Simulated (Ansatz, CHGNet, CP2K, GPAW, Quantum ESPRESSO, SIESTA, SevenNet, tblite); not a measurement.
**Random cubic perovskite-type alloy of BaTiO3 and PbTiO3 (40 atoms): forces by two methods**

Cubic perovskite-type BaTiO3, 2 x 2 x 2 conventional cells, 4 of 8 Ba sites given to Pb at random (x = 0.500), lattice by Vegard's rule (cell 3.985, 3.985, 3.985, 90, 90, 90); not relaxed, displaced by a Gaussian of 0.02 Å. Then every atom was moved at random, 0.03 Å r.m.s. a Cartesian component.

Two calculations on one geometry. First: Kohn-Sham DFT, PBE, SSSP efficiency 1.3.0 pseudopotentials, plane waves; sssp-1.3.0-efficiency; 60/480 Ry; levels smeared at 580 K (Quantum ESPRESSO 7.5; Γ point). Second: Kohn-Sham DFT, PBE, PAW, plane waves (Ansatz 0.2.0; cutoff 420 eV, Γ point, fermi-dirac smearing of 0.05 eV; PAW set soft_2).

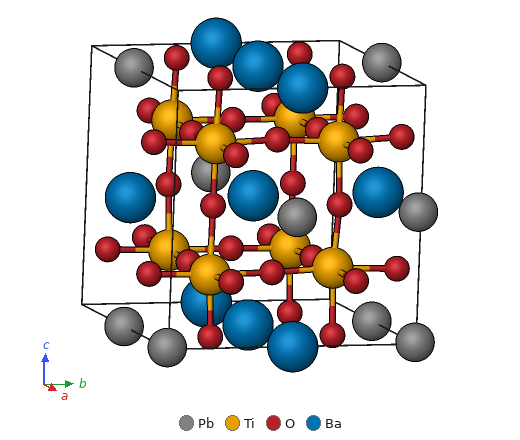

The structure (lead grey, titanium orange, oxygen red, barium blue). Some periodic images of atoms are drawn too.

Cell vectors (Å):

```
7.970 0.000 0.000
0.000 7.970 0.000
0.000 0.000 7.970
```

Atom, position (Å) and force of the first calculation (eV/Å):

```
1 Pb 7.925 7.953 0.044 0.073 -0.202 -0.106
2 Ti 2.097 1.992 1.998 -0.192 -1.765 -0.034
3 O 2.041 2.022 7.907 -0.565 -0.134 0.666
4 O 0.017 1.936 2.038 -1.178 0.530 -0.067
5 O 2.028 0.043 2.047 -0.256 -0.177 -0.246
6 Pb 7.914 7.904 4.056 0.448 0.569 -0.239
7 Ti 1.958 1.984 5.974 0.893 -0.230 0.003
8 O 2.018 1.925 4.009 -0.323 0.486 -0.601
9 O 7.941 1.950 5.931 -0.312 -0.068 0.037
10 O 2.013 7.884 5.978 -0.455 -0.176 -0.075
11 Ba 0.004 4.003 7.967 -0.129 -0.220 -0.024
12 Ti 1.965 5.934 1.967 -0.395 0.355 -0.098
13 O 2.007 5.991 7.937 0.339 -0.238 1.101
14 O 7.940 5.974 1.973 0.650 0.130 0.120
15 O 2.022 4.010 1.999 -0.480 0.204 0.080
16 Pb 7.938 4.001 3.978 0.264 -0.554 0.043
17 Ti 1.896 5.945 5.941 -0.065 1.247 -0.362
18 O 2.062 5.910 3.975 -0.222 0.172 -0.324
19 O 7.931 5.960 5.993 0.768 -0.245 -0.168
20 O 1.912 3.947 5.942 0.065 0.122 0.035
21 Pb 3.995 7.936 0.013 -0.230 -0.312 -0.439
22 Ti 6.058 1.928 1.928 1.928 -1.124 -0.184
23 O 6.052 2.018 0.009 -0.530 0.060 0.679
24 O 3.948 1.975 1.949 0.113 0.249 0.214
25 O 6.013 7.957 1.982 -0.486 0.772 0.003
26 Ba 4.004 0.006 3.984 -0.390 -0.129 0.261
27 Ti 6.021 1.969 5.966 0.272 -0.443 -1.178
28 O 5.976 1.975 4.038 -0.256 0.348 -0.152
29 O 3.918 1.938 5.922 0.479 -0.073 0.309
30 O 6.060 7.933 6.051 -0.370 0.578 0.152
31 Ba 3.952 3.970 7.944 0.356 0.228 -0.336
32 Ti 5.972 5.903 2.043 -0.370 -0.756 -1.278
33 O 6.013 5.966 7.941 0.130 0.419 0.743
34 O 3.995 5.947 2.017 0.420 0.407 -0.216
35 O 5.955 3.962 1.939 -0.093 0.626 0.545
36 Ba 3.953 3.977 3.954 0.165 -0.272 0.558
37 Ti 5.968 5.945 5.930 -1.428 -0.190 0.931
38 O 6.039 6.024 4.000 0.156 0.035 -0.489
39 O 3.962 5.967 5.951 0.964 -0.128 0.136
40 O 5.931 3.976 6.026 0.240 -0.101 -0.004
```

**Question.** What forces does the second calculation give?

Atom and force (eV/Å):

```
1 0.062 -0.204 -0.104
2 -0.185 -1.756 -0.029
3 -0.555 -0.110 0.669
4 -1.179 0.534 -0.072
5 -0.241 -0.179 -0.235
6 0.435 0.565 -0.231
7 0.899 -0.219 0.003
8 -0.302 0.481 -0.606
9 -0.312 -0.066 0.037
10 -0.445 -0.174 -0.084
11 -0.139 -0.207 -0.029
12 -0.390 0.346 -0.101
13 0.342 -0.253 1.102
14 0.653 0.122 0.110
15 -0.464 0.206 0.077
16 0.262 -0.551 0.045
17 -0.058 1.238 -0.360
18 -0.196 0.159 -0.323
19 0.769 -0.253 -0.160
20 0.066 0.119 0.044
21 -0.231 -0.315 -0.438
22 1.922 -1.114 -0.185
23 -0.522 0.075 0.681
24 0.119 0.256 0.219
25 -0.490 0.769 0.006
26 -0.401 -0.116 0.262
27 0.263 -0.436 -1.178
28 -0.272 0.346 -0.153
29 0.482 -0.074 0.290
30 -0.368 0.579 0.151
31 0.347 0.223 -0.335
32 -0.378 -0.765 -1.274
33 0.136 0.404 0.744
34 0.417 0.398 -0.203
35 -0.098 0.626 0.533
36 0.142 -0.261 0.548
37 -1.438 -0.199 0.928
38 0.152 0.042 -0.492
39 0.964 -0.137 0.130
40 0.231 -0.101 0.011
```

The two sets differ by 8.53 meV/Å r.m.s., 1.6 % of the r.m.s. force of the Ansatz run. The electronic-structure runs sample only Γ, in a cell whose shortest periodic width is 8 Å.

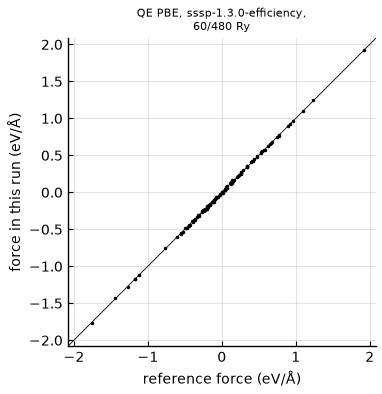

Force components against those of the reference; the line marks equality.

[Logs are printed without paths, hosts, clocks, repeated set-up lines and the standing remarks that a program may print on its own settings, such as how far it seeks lower states.]

[Hosts, paths, dates, database ids (printed as entryN), source tags and the programs' standing remarks are cut or masked in the printed files.]
